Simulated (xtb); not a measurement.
**Run report: C2H2ClFSi, geometry relaxation (part 2 of 2)**

C2H2ClFSi, SMILES FC1=C[SiH]1Cl; GFN2-xTB (xtb 6.7.1). The geometry comes from this level: GFN2-xTB.

Geometry of the input (Å):
```
F  -0.9989  -1.6188  1.3682
C  -0.3678  -0.7261  0.5935
C  0.8383  -0.1464  0.6312
Si -0.1675  0.4513  -0.8340
Cl -1.0442  2.2512  -0.8504
H  1.7005  -0.1788  1.2711
H  0.0396  -0.0323  -2.1795
```

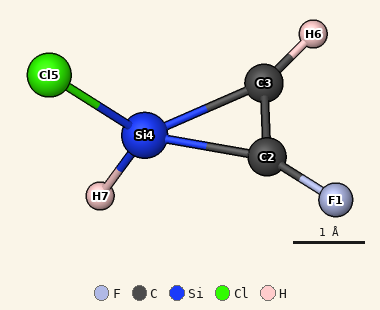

Figure 1. The geometry at step 1 of the log (ball-and-stick view, seen at a tilt; atoms are numbered from 1 in the order of the input).

### Log, continued
```
7
 xtb: 6.7.1
F           -1.00099281725638       -1.61571760619952        1.37063871590091
C           -0.36837751254480       -0.72618228190122        0.59426018849479
C            0.83777012952007       -0.14684892297078        0.63085265359441
Si          -0.16737298296573        0.45156208154247       -0.83342020668528
Cl          -1.04827050850249        2.24945663789981       -0.85080294242849
H            1.70277112714263       -0.18228375346643        1.26769002828493
H            0.04447256460670       -0.02998615490433       -2.17921843716127

 Bond Distances (Angstroems)
 ---------------------------
F1-C2=1.3395         C2-F1=1.3395         C2-C3=1.3386         C2-Si4=1.8617        C3-C2=1.3386         C3-Si4=1.8742
C3-H6=1.0747         Si4-C2=1.8617        Si4-C3=1.8742        Si4-Cl5=2.0022       Si4-H7=1.4450        Cl5-Si4=2.0022
H6-C3=1.0747         H7-Si4=1.4450
 C  H  Rav=1.0747 sigma=0.0000  Rmin=1.0747  Rmax=1.0747     1
 C  C  Rav=1.3386 sigma=0.0000  Rmin=1.3386  Rmax=1.3386     1
 F  C  Rav=1.3395 sigma=0.0000  Rmin=1.3395  Rmax=1.3395     1
 Si H  Rav=1.4450 sigma=0.0000  Rmin=1.4450  Rmax=1.4450     1
 Si C  Rav=1.8679 sigma=0.0063  Rmin=1.8617  Rmax=1.8742     2
 Cl Si Rav=2.0022 sigma=0.0000  Rmin=2.0022  Rmax=2.0022     1

 selected bond angles (degree)
 --------------------
C3-C2-F1=134.20                Si4-C2-F1=156.29               Si4-C2-C3= 69.50               Si4-C3-C2= 68.50
H6-C3-C2=136.65                H6-C3-Si4=154.84               C3-Si4-C2= 41.99               Cl5-Si4-C2=121.82
Cl5-Si4-C3=121.97              H7-Si4-C2=121.28               H7-Si4-C3=122.86               H7-Si4-Cl5=110.83

 selected dihedral angles (degree)
 ---------------------------------
Si4-C3-C2-F1=180.63           H6-C3-C2-F1=  0.08            H6-C3-C2-Si4=179.45           C3-Si4-C2-F1=178.88
Cl5-Si4-C2-F1= 74.87          Cl5-Si4-C2-C3=255.99          H7-Si4-C2-F1=284.78           H7-Si4-C2-C3=105.91
C2-Si4-C3-H6=180.89           Cl5-Si4-C3-C2=103.63          Cl5-Si4-C3-H6=284.51          H7-Si4-C3-C2=258.09
H7-Si4-C3-H6= 78.98
           -------------------------------------------------
          |                Final Singlepoint                |
           -------------------------------------------------

          ...................................................
          :                      SETUP                      :
          :.................................................:
          :  # basis functions                  34          :
          :  # atomic orbitals                  32          :
          :  # shells                           14          :
          :  # electrons                        28          :
          :  max. iterations                   250          :
          :  Hamiltonian                  GFN2-xTB          :
          :  restarted?                      false          :
          :  GBSA solvation                  false          :
          :  PC potential                    false          :
          :  electronic temp.          300.0000000     K    :
          :  accuracy                    1.0000000          :
          :  -> integral cutoff          0.2500000E+02      :
          :  -> integral neglect         0.1000000E-07      :
          :  -> SCF convergence          0.1000000E-05 Eh   :
          :  -> wf. convergence          0.1000000E-03 e    :
          :  Broyden damping             0.4000000          :
          :  net charge                          0          :
          :  unpaired electrons                  0          :
          ...................................................

 iter      E             dE          RMSdq      gap      omega  full diag
   1    -16.3696891 -0.163697E+02  0.167E-04    3.94       0.0  T
   2    -16.3696891 -0.118412E-10  0.127E-04    3.94     298.6  T
   3    -16.3696891  0.116174E-10  0.119E-04    3.94     316.5  T

   *** convergence criteria satisfied after 3 iterations ***

         #    Occupation            Energy/Eh            Energy/eV
      -------------------------------------------------------------
         1        2.0000           -1.0701574             -29.1205
       ...           ...                  ...                  ...
         8        2.0000           -0.5150901             -14.0163
         9        2.0000           -0.4753938             -12.9361
        10        2.0000           -0.4572643             -12.4428
        11        2.0000           -0.4539905             -12.3537
        12        2.0000           -0.4280405             -11.6476
        13        2.0000           -0.4165922             -11.3360
        14        2.0000           -0.3835506             -10.4369 (HOMO)
        15                         -0.2386828              -6.4949 (LUMO)
        16                         -0.2247553              -6.1159
        17                         -0.1791700              -4.8755
        18                         -0.1511766              -4.1137
        19                         -0.1232328              -3.3533
       ...                                ...                  ...
        32                          0.8397968              22.8520
      -------------------------------------------------------------
                  HL-Gap            0.1448678 Eh            3.9421 eV
             Fermi-level           -0.3111167 Eh           -8.4659 eV

 SCC (total)                   0 d,  0 h,  0 min,  0.008 sec
 SCC setup                      ...        0 min,  0.000 sec (  1.226%)
 Dispersion                     ...        0 min,  0.000 sec (  0.495%)
 classical contributions        ...        0 min,  0.000 sec (  0.148%)
 integral evaluation            ...        0 min,  0.002 sec ( 25.433%)
 iterations                     ...        0 min,  0.002 sec ( 19.534%)
 molecular gradient             ...        0 min,  0.004 sec ( 50.677%)
 printout                       ...        0 min,  0.000 sec (  2.171%)

         :::::::::::::::::::::::::::::::::::::::::::::::::::::
         ::                     SUMMARY                     ::
         :::::::::::::::::::::::::::::::::::::::::::::::::::::
         :: total energy             -16.244947437476 Eh    ::
         :: gradient norm              0.000105488473 Eh/a0 ::
         :: HOMO-LUMO gap              3.942052494975 eV    ::
         ::.................................................::
         :: SCC energy               -16.369686371280 Eh    ::
         :: -> isotropic ES            0.025763291533 Eh    ::
         :: -> anisotropic ES          0.000671290872 Eh    ::
         :: -> anisotropic XC          0.000366541332 Eh    ::
         :: -> dispersion             -0.004420698576 Eh    ::
         :: repulsion energy           0.124738933804 Eh    ::
         :: add. restraining           0.000000000000 Eh    ::
         :: total charge               0.000000000000 e     ::
         :::::::::::::::::::::::::::::::::::::::::::::::::::::

           -------------------------------------------------
          |                Property Printout                |
           -------------------------------------------------

    * Orbital Energies and Occupations

         #    Occupation            Energy/Eh            Energy/eV
      -------------------------------------------------------------
         1        2.0000           -1.0701574             -29.1205
         2        2.0000           -0.8163707             -22.2146
         3        2.0000           -0.7405142             -20.1504
         4        2.0000           -0.5988562             -16.2957
         5        2.0000           -0.5676288             -15.4460
         6        2.0000           -0.5235056             -14.2453
         7        2.0000           -0.5193540             -14.1323
         8        2.0000           -0.5150901             -14.0163
         9        2.0000           -0.4753938             -12.9361
        10        2.0000           -0.4572643             -12.4428
        11        2.0000           -0.4539905             -12.3537
        12        2.0000           -0.4280405             -11.6476
        13        2.0000           -0.4165922             -11.3360
        14        2.0000           -0.3835506             -10.4369 (HOMO)
        15                         -0.2386828              -6.4949 (LUMO)
        16                         -0.2247553              -6.1159
        17                         -0.1791700              -4.8755
        18                         -0.1511766              -4.1137
        19                         -0.1232328              -3.3533
        20                         -0.0539371              -1.4677
        21                          0.0043543               0.1185
        22                          0.0062093               0.1690
        23                          0.0081734               0.2224
        24                          0.0195078               0.5308
        25                          0.0199313               0.5424
       ...                                ...                  ...
        32                          0.8397968              22.8520
      -------------------------------------------------------------
                  HL-Gap            0.1448678 Eh            3.9421 eV
             Fermi-level           -0.3111167 Eh           -8.4659 eV

     #   Z          covCN         q      C6AA      α(0)
     1   9 F        0.784    -0.201    11.242     3.961
     2   6 C        2.644     0.066    26.499     8.421
     3   6 C        2.785    -0.152    31.898     9.251
     4  14 Si       3.485     0.444   102.645    19.640
     5  17 Cl       0.805    -0.195   105.175    15.688
     6   1 H        0.926     0.061     2.182     2.310
     7   1 H        0.923    -0.024     3.508     2.929

 Mol. C6AA /au·bohr⁶  :       1409.056327
 Mol. C8AA /au·bohr⁸  :      54461.160016
 Mol. α(0) /au        :         62.200424

Wiberg/Mayer (AO) data.
largest (>0.10) Wiberg bond orders for each atom

 ---------------------------------------------------------------------------
     #   Z sym  total        # sym  WBO       # sym  WBO       # sym  WBO
 ---------------------------------------------------------------------------
     1   9 F    1.152 --     2 C    0.979     3 C    0.101
     2   6 C    3.823 --     3 C    1.822     1 F    0.979     4 Si   0.928
     3   6 C    3.937 --     2 C    1.822     4 Si   0.967     6 H    0.952
                             1 F    0.101
     4  14 Si   3.973 --     5 Cl   1.125     3 C    0.967     2 C    0.928
                             7 H    0.852
     5  17 Cl   1.285 --     4 Si   1.125
     6   1 H    0.996 --     3 C    0.952
     7   1 H    0.999 --     4 Si   0.852
 ---------------------------------------------------------------------------

Topologies differ in total number of bonds
Writing topology from bond orders to xtbtopo.mol

molecular dipole:
                 x           y           z       tot (Debye)
 q only:        0.535       0.093      -0.766
   full:        0.452       0.292      -0.757       2.361
molecular quadrupole (traceless):
                xx          xy          yy          xz          yz          zz
 q only:        1.791       0.639      -3.908       1.089       3.322       2.117
  q+dip:        1.489      -0.387      -4.674       2.696       2.967       3.185
   full:        1.390      -0.599      -3.873       1.990       3.396       2.483

           -------------------------------------------------
          |                Geometry Summary                 |
           -------------------------------------------------

      molecular mass/u    :      108.5741927
   center of mass at/Å    :       -0.4925979       0.4700605      -0.1265015
  moments of inertia/u·Å² :        0.6282392E+02   0.3128116E+03   0.3390170E+03
rotational constants/cm⁻¹ :        0.2683314E+00   0.5389069E-01   0.4972503E-01

 * 6 selected distances

     #   Z          #   Z                                           value/Å
     2   6 C        3   6 C                                       1.3385659
     2   6 C        4  14 Si                                      1.8616543
     3   6 C        4  14 Si                                      1.8741676
     4  14 Si       5  17 Cl                                      2.0021759 (max)
     3   6 C        6   1 H                                       1.0747299 (min)
     4  14 Si       7   1 H                                       1.4449708

 * 5 distinct bonds (by element types)

   Z      Z             #   av. dist./Å        max./Å        min./Å
   1 H    6 C           1     1.0747299     1.0747299     1.0747299
   6 C    6 C           1     1.3385659     1.3385659     1.3385659
   1 H   14 Si          1     1.4449708     1.4449708     1.4449708
   6 C   14 Si          2     1.8679109     1.8741676     1.8616543
  14 Si  17 Cl          1     2.0021759     2.0021759     2.0021759

optimized geometry written to: xtbopt.xyz

           -------------------------------------------------
          | TOTAL ENERGY              -16.244947437476 Eh   |
          | GRADIENT NORM               0.000105488473 Eh/α |
          | HOMO-LUMO GAP               3.942052494975 eV   |
           -------------------------------------------------

------------------------------------------------------------------------
------------------------------------------------------------------------
 total:
 *  cpu-time:     0 d,  0 h,  0 min,  0.081 sec
 * ratio c/w:     0.721 speedup
 SCF:
 *  cpu-time:     0 d,  0 h,  0 min,  0.017 sec
 * ratio c/w:     0.603 speedup
 ANC optimizer:
 *  cpu-time:     0 d,  0 h,  0 min,  0.040 sec
 * ratio c/w:     1.000 speedup
```

### File xtbopt.xyz
```
7
 energy: -16.244947437476 gnorm: 0.000105488473 xtb: 6.7.1
F           -1.00099281725638       -1.61571760619952        1.37063871590091
C           -0.36837751254480       -0.72618228190122        0.59426018849479
C            0.83777012952007       -0.14684892297078        0.63085265359441
Si          -0.16737298296573        0.45156208154247       -0.83342020668528
Cl          -1.04827050850249        2.24945663789981       -0.85080294242849
H            1.70277112714263       -0.18228375346643        1.26769002828493
H            0.04447256460670       -0.02998615490433       -2.17921843716127
```

### Standard error
```
normal termination of xtb
```

### Trajectory as extended XYZ (Å, eV, eV/Å), 3 frames, from step=0 to step=2
```
7
Properties=species:S:1:pos:R:3 step=0 energy=-442.04748
F    -0.9989   -1.6188    1.3682
C    -0.3678   -0.7261    0.5935
C     0.8383   -0.1464    0.6312
Si   -0.1675    0.4513   -0.8340
Cl   -1.0442    2.2512   -0.8504
H     1.7005   -0.1788    1.2711
H     0.0396   -0.0323   -2.1795
7
Properties=species:S:1:pos:R:3 step=1 energy=-442.04754
F    -1.0008   -1.6161    1.3696
C    -0.3684   -0.7252    0.5943
C     0.8379   -0.1463    0.6316
Si   -0.1665    0.4521   -0.8334
Cl   -1.0488    2.2494   -0.8512
H     1.7030   -0.1832    1.2681
H     0.0434   -0.0307   -2.1790
7
Properties=species:S:1:pos:R:3 step=2 energy=-442.04754
F    -1.0010   -1.6157    1.3706
C    -0.3684   -0.7262    0.5943
C     0.8378   -0.1469    0.6309
Si   -0.1674    0.4516   -0.8334
Cl   -1.0483    2.2495   -0.8508
H     1.7028   -0.1823    1.2677
H     0.0445   -0.0300   -2.1792
```

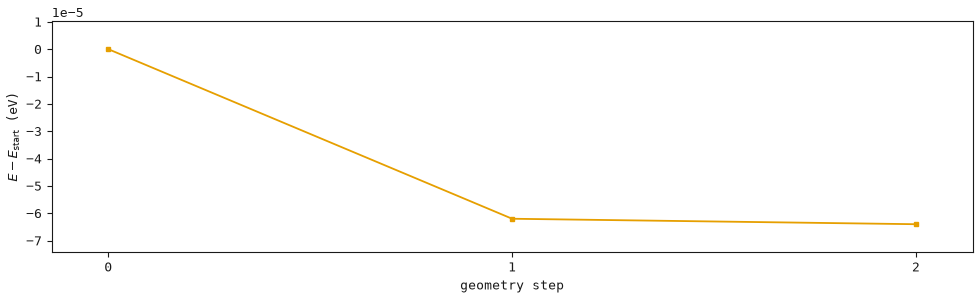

Figure 2. Progress of the relaxation, step by step (steps are counted from 0). H7 moves most after the best rigid fit: 0.006 Å. Largest moves by element: H 0.006 Å, Cl 0.005 Å, F 0.004 Å, C 0.001 Å, Si 0.001 Å. The energy falls by next to nothing (0.0 eV) in 2 geometry steps. (Atoms are counted from 1 in the order of the input.)

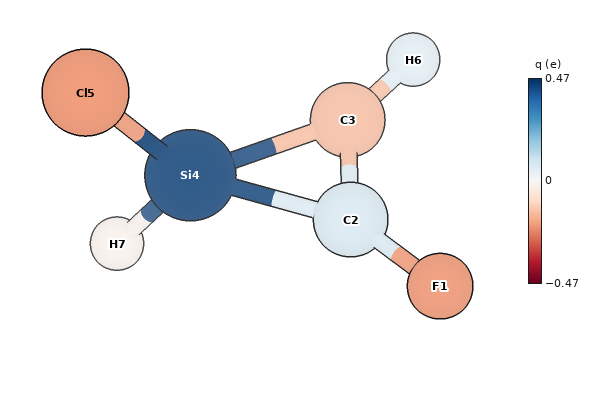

Figure 3. Mulliken charges, as the colour of each atom (ball-and-stick view, seen at a tilt; atoms are numbered from 1 in the order of the input). By element: F −0.20, C −0.15 to +0.07, Si +0.44, Cl −0.20 and H −0.02 to +0.06 e.

### Results in brief

| quantity | value |
| --- | --- |
| outcome | converged |
| electrons treated | 28 |
| total energy | −16.244947 hartree |
| dispersion energy | −0.004421 hartree |
| basis functions | 34 |
| HOMO | −10.44 eV |
| LUMO | −6.49 eV |
| dipole moment | 2.36 D |
| peak memory | 0.072 GiB |
